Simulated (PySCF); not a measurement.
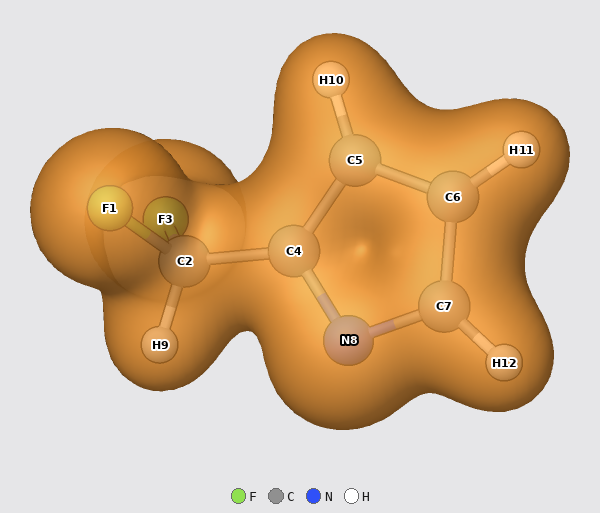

Figure 1: C₅H₄F₂N (charge −1). Isosurface of the total electron density at 0.2 e/Å³ (orange), seen at a tilt.

Geometry: GFN2-xTB.

The calculation used PBE0/pcSseg-1, SCF density, gas phase, non-relativistic in PySCF 2.14.0.

Input

```
{"job": {"kind": "nmr", "xc": "PBE0", "basis": "pcSseg-1"}, "charge": -1, "multiplicity": 1}
F     -2.515428     0.505498     1.129836
C     -1.765352    -0.494747     0.521203
F     -2.474334    -0.709001    -0.655675
C     -0.350319    -0.170059     0.332812
C      0.235221     0.881079    -0.368270
C      1.611233     0.704326    -0.217627
C      1.761564    -0.435822     0.559789
N      0.584636    -0.977068     0.901451
H     -1.892134    -1.399838     1.133311
H     -0.277758     1.661122    -0.909515
H      2.397754     1.326227    -0.621958
H      2.686118    -0.892403     0.889264
```

Run with:

```sh
OMP_NUM_THREADS=1 python probes_run.py task.json out
```

Question: What does this surface tell about the bonding?

Answer: At this value the surface is in one piece. It bridges the sampled C–N (1.34 Å), C–C (1.39 Å), C–F (1.39 Å) and C–H (1.08 Å) contacts, where the density stays above the isovalue. On the grid the lowest density along these lines, outside the cores, is 2.3 e/Å³ (C–N, 1.34 Å), 2.1 e/Å³ (C–C, 1.39 Å), 1.6 e/Å³ (C–F, 1.39 Å) and 1.9 e/Å³ (C–H, 1.08 Å).
